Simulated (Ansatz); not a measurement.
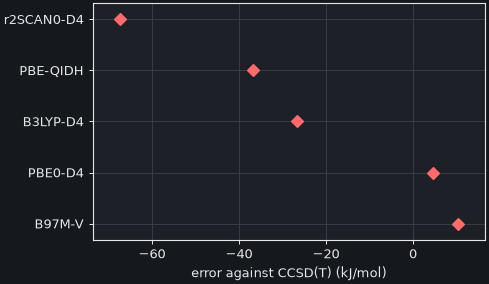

Error in the electronic atomisation energy (method less reference, so positive means overbinding) of C₂H₆O₂S, SMILES CS(C)(=O)=O: functionals in def2-TZVPP against frozen-core CCSD(T) at the limit (MP2 extrapolated from triple and quadruple zeta, plus CCSD(T) less MP2 in a smaller set), which gives 4063.2 kJ/mol, at a PBE0-D4/def2-TZVP geometry (a minimum by its frequencies), no zero-point or spin-orbit term, the Ansatz code. The reference leaves out core correlation, a term that grows with the number of heavy atoms. PBE-QIDH holds a correlation term that converges slowly with the basis, so part of the distance to the limit is basis error. No dispersion term is added to PBE-QIDH.

Question: What range do the values span?

Answer: From −67.4 kJ/mol (r2SCAN0-D4) to 10.4 kJ/mol (B97M-V).

Question: Give the values.

Answer:
```tsv
level	kJ/mol
r2SCAN0-D4	−67.4
PBE-QIDH	−36.8
B3LYP-D4	−26.6
PBE0-D4	4.6
B97M-V	10.4
```
